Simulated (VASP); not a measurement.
Band structure of CeO2 (fluorite). Level of theory: PW91 GGA, VASP's PBE PAW potentials (set 64) (plane waves; VASP).

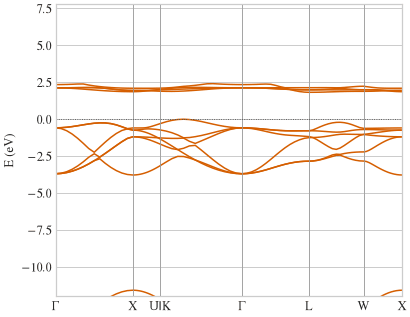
Bands along high-symmetry lines, zero at the valence-band maximum or, without a gap, the Fermi level

Q: Read the plot: is there a gap, and where are the band edges?

A: The gap is indirect, 1.82 eV, from the valence maximum at K-Γ at 0.29 to the conduction minimum at L. (Edges off the drawn lines would not show.)

The compound is CeO2 in the fluorite structure. It was relaxed first. The run is not spin-polarised, so no magnetic state was tried.
